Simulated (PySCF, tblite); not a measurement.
# C4H12B2N2+ (doublet): geometry, infrared bands and EPR parameters

Aim: predict the infrared bands and EPR parameters of C4H12B2N2+ (doublet) (`B[NH+]BN1CCCC1`).

The runs use tblite 0.8.0 and PySCF 2.14.0, with density-fitted response routines of our own; the level of theory stands in each step. All values are computed, except where a source is named. Atoms are numbered from 0 throughout.

**1. The starting structure**

20 atoms, charge 1, multiplicity 2; geometry from: force field or distance geometry start.

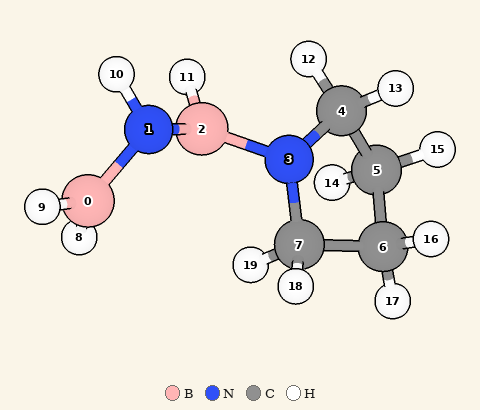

As it starts; boron pink, nitrogen blue, carbon grey, hydrogen white, atoms numbered; sticks join atoms by distance.

**2. Relaxing the molecule with GFN2-xTB**

The job: settings as JSON, then the geometry in Å.

```
{"job": {"kind": "relax", "xc": "GFN2-xTB", "basis": "xTB"}, "charge": 1, "multiplicity": 2}
B      3.297900     0.574300    -0.045400
N      2.537000    -0.750700    -0.002700
B      1.181300    -0.585700    -0.622900
N     -0.054300    -0.474700     0.234300
C     -1.166900    -1.147100    -0.377700
C     -2.228900    -0.068700    -0.606400
C     -1.958700     0.789700     0.626800
C     -0.439300     0.867200     0.568700
H      2.894400     1.461300    -0.698600
H      4.387800     0.554500     0.407800
H      3.091000    -1.489000    -0.495400
H      1.035500    -1.061200    -1.708900
H     -0.897200    -1.648900    -1.335500
H     -1.631500    -1.863700     0.330600
H     -2.008700     0.536700    -1.500200
H     -3.243900    -0.504300    -0.578700
H     -2.237900     0.246400     1.570100
H     -2.449900     1.759700     0.533200
H      0.002900     1.241400     1.509900
H     -0.115700     1.573400    -0.222000
```

Run with:

```bash
OMP_NUM_THREADS=1 python probes_run.py task.json out
```

This one command runs all jobs of the session in turn.

What it wrote:

```text
step      E/eV     max force
  0    -613.78893    3.204
  1    -614.27039    2.131
  2    -614.61967    1.779
  3    -614.71342    0.888
  4    -614.82231    0.822
  5    -614.87189    0.816
  6    -615.00597    1.059
  7    -615.05489    0.953
  8    -615.11624    0.590
  9    -615.16151    0.593
 10    -615.20947    0.600
 11    -615.24404    0.529
 12    -615.26881    0.410
 13    -615.29735    0.415
 14    -615.32984    0.442
 15    -615.35593    0.640
 16    -615.37702    0.383
 17    -615.39920    0.269
 18    -615.40982    0.265
 19    -615.42800    0.437
 20    -615.44478    0.476
 21    -615.46309    0.314
 22    -615.47745    0.338
 23    -615.49051    0.345
 24    -615.50430    0.309
 25    -615.52198    0.389
 26    -615.54181    0.394
 27    -615.56770    0.462
 28    -615.60148    0.562
 29    -615.64817    0.687
 30    -615.69569    0.587
 31    -615.74177    0.467
 32    -615.76794    0.433
 33    -615.78787    0.397
 34    -615.80125    0.361
 35    -615.81500    0.264
 36    -615.82698    0.291
 37    -615.83898    0.319
 38    -615.84823    0.229
 39    -615.85586    0.361
 40    -615.86333    0.244
 41    -615.87173    0.221
 42    -615.88155    0.281
 43    -615.88884    0.272
 44    -615.89666    0.232
 45    -615.90517    0.288
 46    -615.91514    0.265
 47    -615.92418    0.177
 48    -615.93060    0.215
 49    -615.93540    0.209
 50    -615.94035    0.217
 51    -615.94561    0.188
 52    -615.95012    0.138
 53    -615.95294    0.116
 54    -615.95461    0.110
 55    -615.95634    0.119
 56    -615.95879    0.133
 57    -615.96139    0.085
 58    -615.96347    0.101
 59    -615.96504    0.128
 60    -615.96680    0.138
 61    -615.96929    0.122
 62    -615.97271    0.134
 63    -615.97641    0.138
 64    -615.97966    0.130
 65    -615.98230    0.137
 66    -615.98467    0.128
 67    -615.98731    0.126
 68    -615.99050    0.129
 69    -615.99379    0.142
 70    -615.99634    0.104
 71    -615.99801    0.083
 72    -615.99931    0.083
 73    -616.00058    0.073
 74    -616.00168    0.070
 75    -616.00246    0.051
 76    -616.00297    0.046
 77    -616.00341    0.042
 78    -616.00377    0.033
 79    -616.00402    0.034
 80    -616.00418    0.032
 81    -616.00436    0.032
 82    -616.00460    0.033
 83    -616.00487    0.035
 84    -616.00514    0.036
 85    -616.00542    0.037
 86    -616.00583    0.045
 87    -616.00650    0.060
 88    -616.00747    0.076
 89    -616.00859    0.083
 90    -616.00972    0.104
 91    -616.01082    0.105
 92    -616.01188    0.077
 93    -616.01284    0.057
 94    -616.01358    0.050
 95    -616.01410    0.045
 96    -616.01448    0.053
 97    -616.01483    0.042
 98    -616.01515    0.041
 99    -616.01535    0.029
100    -616.01545    0.022
101    -616.01554    0.018
102    -616.01560    0.016
103    -616.01563    0.012
104    -616.01566    0.011
105    -616.01568    0.011
106    -616.01571    0.011
107    -616.01573    0.010
108    -616.01574    0.008
```

Wall time 0.85 s (1 thread of Arm Neoverse V1, shared host); peak memory 0.18 GiB.

Relaxation path: (not every step is listed)

```csv
step,energy from step 0 (eV),largest force (eV/Å)
0,0.0000,3.2035
1,-0.4815,2.1311
2,-0.8307,1.7788
3,-0.9245,0.8877
4,-1.0334,0.8224
5,-1.0830,0.8156
6,-1.2170,1.0595
7,-1.2660,0.9529
8,-1.3273,0.5899
17,-1.6103,0.2695
26,-1.7529,0.3942
35,-2.0261,0.2637
44,-2.1077,0.2318
53,-2.1640,0.1157
62,-2.1838,0.1341
71,-2.2091,0.0831
80,-2.2152,0.0319
89,-2.2197,0.0831
98,-2.2262,0.0412
103,-2.2267,0.0124
104,-2.2267,0.0107
105,-2.2267,0.0108
106,-2.2268,0.0115
107,-2.2268,0.0099
108,-2.2268,0.0080
```

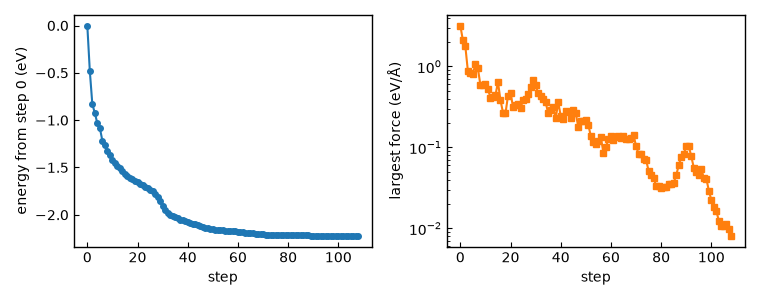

Energy and force, step by step.

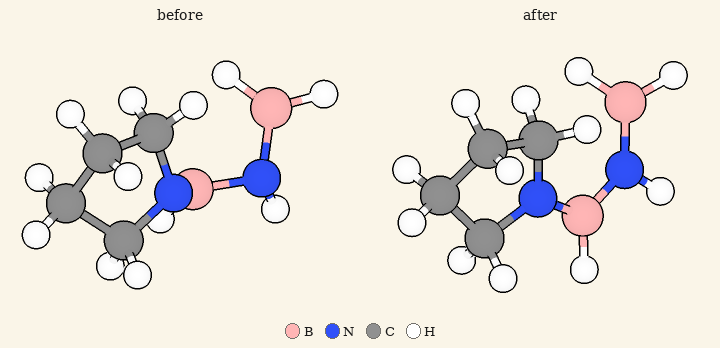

Before and after, at one scale.

Close pairs (by a distance rule), those that changed most:

```csv
bond,before (Å),after (Å),change (Å)
B0–N1,1.529,1.401,-0.128
B2–N3,1.508,1.422,-0.086
N1–B2,1.500,1.422,-0.078
C6–H16,1.124,1.091,-0.032
N1–H10,1.046,1.014,-0.032
B2–H11,1.194,1.168,-0.026
C4–H12,1.114,1.093,-0.022
C5–H15,1.105,1.086,-0.019
```

The next job starts from the end point, and lists it.

**3. Infrared spectrum with GFN2-xTB**

The job: settings as JSON, then the geometry in Å.

```
{"job": {"kind": "ir", "xc": "GFN2-xTB", "basis": "xTB"}, "charge": 1, "multiplicity": 2}
B      2.877956     0.818715    -0.155518
N      2.481298    -0.520284    -0.261786
B      1.237218    -1.182376    -0.453519
N     -0.007614    -0.536645    -0.215925
C     -1.257021    -1.037757    -0.713528
C     -2.256129     0.104993    -0.555269
C     -1.720322     0.828185     0.680071
C     -0.210985     0.663193     0.525946
H      2.198155     1.690971    -0.547538
H      3.912312     1.087300     0.319452
H      3.259350    -1.171215    -0.254136
H      1.217368    -2.290082    -0.824354
H     -1.153530    -1.408679    -1.736316
H     -1.559301    -1.899723    -0.099584
H     -2.223592     0.757720    -1.428429
H     -3.275534    -0.248597    -0.429552
H     -2.056744     0.332818     1.592491
H     -2.024107     1.870281     0.728012
H      0.340438     0.649192     1.470423
H      0.215635     1.502671    -0.053673
```

What it wrote:

```text
mode    cm-1     km/mol
  1      75.8      0.58
  2      99.6      2.40
  3     145.6      4.20
  4     206.7      2.95
  5     229.1      5.38
  6     285.4      5.56
  7     349.0     24.42
  8     367.4     15.68
  9     451.2      1.79
 10     584.4      6.47
 11     626.0     15.24
 12     709.7     66.73
 13     770.4     14.10
 14     811.7    116.96
 15     820.1    163.63
 16     850.2      2.93
 17     854.9      7.40
 18     881.7      0.31
 19     900.4      2.73
 20     972.0      3.31
 21     985.2      2.20
 22    1001.1     16.72
 23    1031.8      1.50
 24    1074.4      4.85
 25    1088.2      0.61
 26    1100.3     63.10
 27    1105.4    105.69
 28    1153.1     40.08
 29    1164.6     17.18
 30    1167.7      8.60
 31    1189.7     28.82
 32    1207.2     33.26
 33    1240.2     38.50
 34    1252.4      4.32
 35    1284.7     50.71
 36    1294.1      5.31
 37    1305.2      5.03
 38    1347.8     19.17
 39    1389.5     58.13
 40    1405.3     77.63
 41    1464.7     17.51
 42    1478.5     23.80
 43    2577.0     21.10
 44    2631.9      6.62
 45    2662.6     23.87
 46    2790.8     46.10
 47    2862.8     15.72
 48    2956.7      3.05
 49    2969.5     14.68
 50    2993.5      2.32
 51    3007.6     13.01
 52    3052.3      0.49
 53    3057.8      1.88
 54    3380.6     60.04
```

Wall time 0.72 s (1 thread of Arm Neoverse V1, shared host); peak memory 0.18 GiB.

The strongest bands and the atoms that carry them (share of the mass-weighted mode):

```csv
cm⁻¹,km/mol,atoms
710,66.7,"H10 37 %, H11 30 %, B2 19 %"
812,117.0,"H10 35 %, H11 30 %, B2 13 %"
820,163.6,"H9 31 %, H8 31 %, B0 24 %"
1100,63.1,"H13 13 %, H11 11 %, C4 10 %, N3 10 %"
1105,105.7,"H8 15 %, H9 14 %, H12 12 %"
1390,58.1,"H18 47 %, H19 39 %"
1405,77.6,"H12 47 %, H13 41 %"
3381,60.0,H10 94 %
```

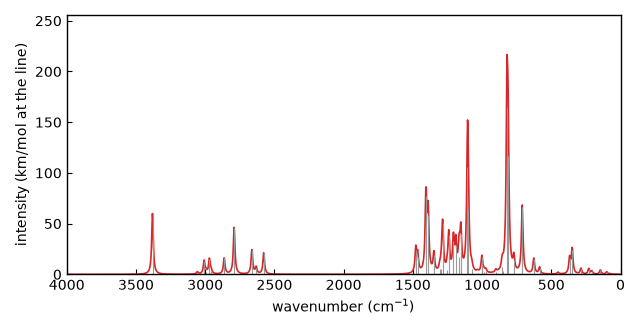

The infrared spectrum from these modes, unscaled. Lines are broadened to a width of 14 cm⁻¹ (Lorentzian).

**4. EPR parameters: B3LYP/pcH-1**

The job, as its differences from that of step 3:

```diff
@@ -1,2 +1,2 @@
-{"job": {"kind": "ir", "xc": "GFN2-xTB", "basis": "xTB"}, "charge": 1, "multiplicity": 2}
+{"job": {"kind": "epr", "basis": "pcH-1"}, "charge": 1, "multiplicity": 2}
 B      2.877956     0.818715    -0.155518
```

With the program's defaults for keys left out, this is: UKS B3LYP, pcH-1 on B C H N, non-relativistic, mean-field spin-orbit, GIAO.

What it wrote:

```text
UKS, coarse grid
  cycle   1  E = -318.62129274  |g| = 3.39e-01
  cycle   2  E = -318.46378917  |g| = 6.59e-01
  cycle   3  E = -318.66942706  |g| = 1.31e-01
  cycle   4  E = -318.67741454  |g| = 4.35e-02
  cycle   5  E = -318.67840121  |g| = 1.06e-02
  cycle   6  E = -318.67848600  |g| = 3.49e-03
  cycle   7  E = -318.67849903  |g| = 2.04e-03
  cycle   8  E = -318.67850146  |g| = 8.92e-04
UKS, final grid
  cycle   1  E = -318.67848588  |g| = 1.32e-03
  cycle   2  E = -318.67848452  |g| = 2.26e-03
  cycle   3  E = -318.67848662  |g| = 1.66e-04
  cycle   4  E = -318.67848663  |g| = 6.31e-05
  cycle   5  E = -318.67848663  |g| = 2.26e-05
E = -318.67848663 Eh   <S^2> = 0.7572 (exact 0.7500)
g shifts (ppm)      1          2          3
  rmc          -207       -207       -207
  gc             15         20         23
  oz_so          66       1904       2399
  total        -126       1718       2215
hyperfine (MHz)  atom isotope    a_iso     a_fc   dipolar eigenvalues
    0   11B      -5.74      -5.74     -4.95     -0.69      5.63
    1   14N       7.19       7.19     -7.38     -6.66     14.04
    2   11B     -24.08     -24.08     -7.52      0.80      6.72
    3   14N      27.39      27.39    -32.07    -31.52     63.59
    4   13C     -23.89     -23.89     -6.43     -2.04      8.46
    5   13C       0.51       0.51     -1.66     -0.87      2.54
    6   13C      -0.47      -0.47     -1.98     -0.58      2.56
    7   13C     -26.65     -26.65     -7.48     -3.07     10.55
    8    1H      33.09      33.09     -3.77     -0.22      3.99
    9    1H      30.25      30.25     -2.28     -2.02      4.30
   10    1H       0.66       0.66     -8.64     -3.94     12.58
   11    1H      28.93      28.93     -5.18     -2.74      7.91
   12    1H      87.77      87.77     -6.47     -3.38      9.85
   13    1H     196.50     196.50     -6.85     -3.18     10.03
   14    1H       4.55       4.55     -2.13     -2.06      4.19
   15    1H      -2.30      -2.30     -2.00     -1.41      3.41
   16    1H       8.18       8.18     -2.30     -1.75      4.05
   17    1H      -1.75      -1.75     -2.19     -1.63      3.82
   18    1H      89.90      89.90     -6.11     -2.77      8.88
   19    1H     227.94     227.94     -8.06     -3.71     11.77
```

Wall time 2 min (1 thread of Arm Neoverse V1, shared host); peak memory 0.99 GiB.

Principal g values 2.00219, 2.00404, 2.00453; g(iso) = 2.00359, against 2.00232 for a free electron.

Mean a(iso) over the nuclei that a row names, and the largest dipolar term of the row (other rows stand at the frozen geometry):

```csv
nuclei,isotope,a(iso) (MHz),"a(iso) (G, at g = 2.0023)",largest dipolar term (MHz)
"H12, H13, H18, H19",1H,150.5,53.7,11.8
"H8, H9",1H,31.7,11.3,4.3
H11,1H,28.9,10.3,7.9
N3,14N,27.4,9.8,63.6
"C4, C7",13C,-25.3,-9.0,10.5
B2,11B,-24.1,-8.6,-7.5
N1,14N,7.2,2.6,14.0
B0,11B,-5.7,-2.0,5.6
"H14, H15, H16, H17",1H,2.2,0.8,4.2
H10,1H,0.7,0.2,12.6
"C5, C6",13C,0.0,0.0,2.6
```

Mulliken spin populations:

B0 0.02; N1 0.15; B2 -0.06; N3 0.65; C4 -0.03; C5 0.01; C6 0.01; C7 -0.02; H8 0.01; H9 0.01; H10 0.00; H11 0.02; H12 0.03; H13 0.08; H14 0.00; H15 0.00; H16 0.00; H17 0.00; H18 0.04; H19 0.08

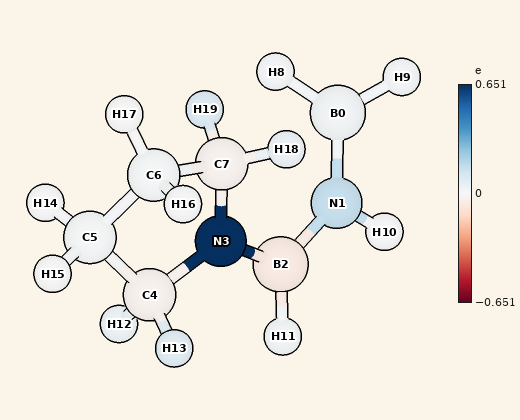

Mulliken spin populations, as colours on the atoms.

Orbitals, density, ELF and potential are computed afterwards from the orbital file.

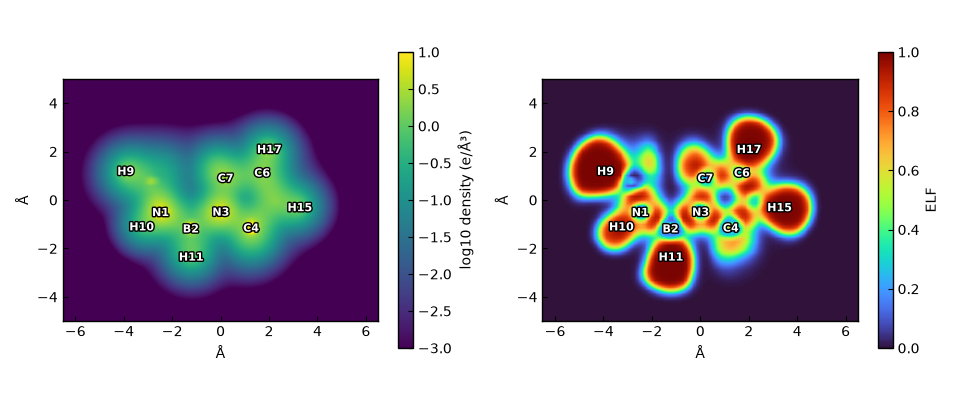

Density (left) and ELF (right) in a plane through or near 11 of the atoms.

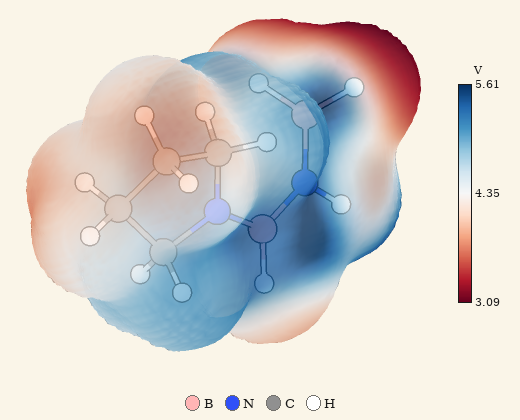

The potential that a unit positive charge feels on the 0.002 e/bohr³ surface, from 3.09 to 5.61 V.

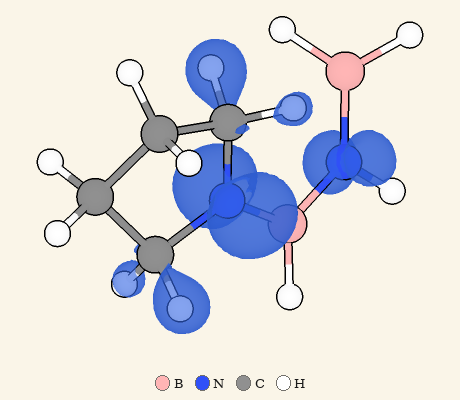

Spin density at ±0.05 e/Å³ (alpha excess blue, beta excess red).

**5. Results**

```
                                 quantity                                value
strongest single infrared mode (GFN2-xTB)                 820 cm⁻¹, 164 km/mol
             zero-point energy (GFN2-xTB)                       103.9 kcal/mol
                           g(iso) (B3LYP)                              2.00359
                                     ⟨S²⟩                   0.757 (exact 0.75)
       largest a(iso) (averaged by class)  1H on H12, H13, H18, H19, 150.5 MHz
```

What this shows: The optimisation took 108 steps and gained 2.227 eV; among the close pairs (by a distance rule), B0–N1 changed most, from 1.529 to 1.401 Å. No mode is imaginary among the 54: a minimum at this level. The strongest single mode, at 820 cm⁻¹, is spread over several atoms, H9, H8, B0 among them. Unscaled tight-binding wavenumbers are off by several per cent, some by more. Its intensities can rank the bands wrongly. Most of the unpaired spin sits on N3 (0.65 e). The isotropic g lies 1.3 ppt above the free-electron value. These values are for one conformer; the search (at its own cheap level) found 1 more, at 0.71 kcal/mol, and measured spectra average over such forms.
